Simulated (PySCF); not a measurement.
System: C$_{5}$H$_{6}$F$_{3}$S (doublet).

```xyz
15

F     1.9194   -1.1001    1.3351
C     1.2633    0.0305    1.0160
F     1.8323    1.0624    1.6849
C     1.0698    0.2852   -0.4633
F     1.8186   -0.5755   -1.2381
C    -0.4151    0.0868   -0.7936
C    -0.8717   -1.2360   -0.1732
S    -1.2207   -0.3835    1.4103
C    -1.2377    0.9546    0.1580
H     1.3960    1.3049   -0.7100
H    -0.5972    0.2120   -1.8622
H    -1.7967   -1.6195   -0.5968
H    -0.1245   -2.0220   -0.1030
H    -2.2568    1.1254   -0.1810
H    -0.7836    1.8827    0.4951
```

Geometry: GFN2-xTB.

The calculation used UKS B3LYP, pcH-1 on C F H S, non-relativistic, mean-field spin-orbit, GIAO (PySCF 2.14.0, density-fitted response routines).

What can the converged electron density, electron localisation function and spin density tell about the bonding?

C–H (1.09 Å): the density is about 2 e/Å³ at the midpoint; the ELF climbs to about 1 towards the hydrogen, as it does in any bond to H: a covalent bond by its length.
The unpaired spin (1 electron) lies mostly on C2 (about 0.5), S8 (about 0.2), F3 (about 0.1) and F1 (about 0.1), in electrons by Hirshfeld's partition.

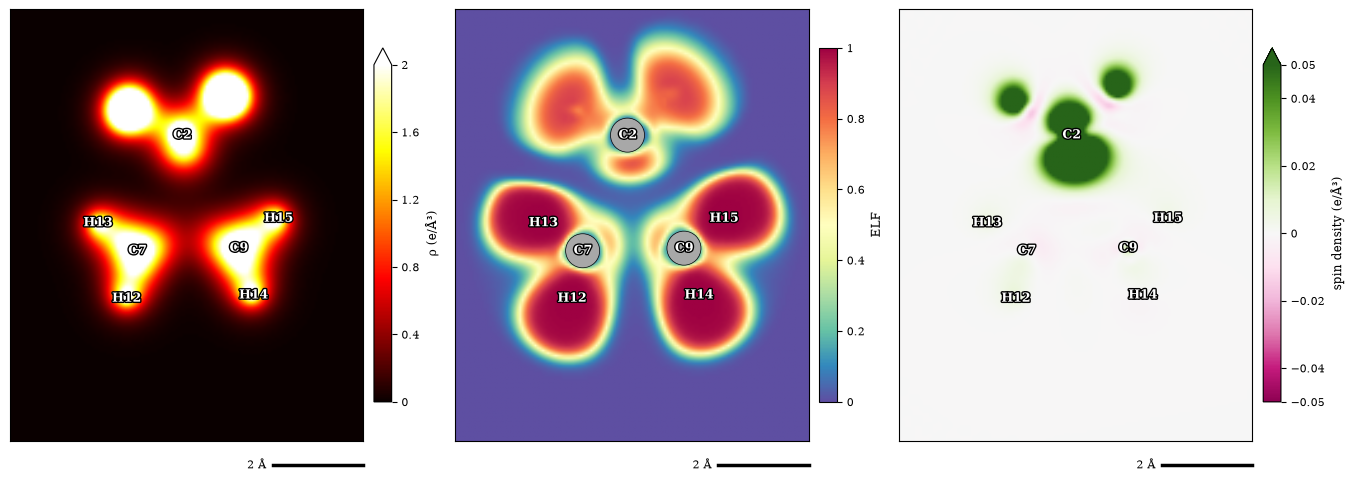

Computed electron density, electron localisation function and spin density on the plane of atoms H14, C9 and H15, in this order. Grey discs cover the atomic cores in the ELF map. 
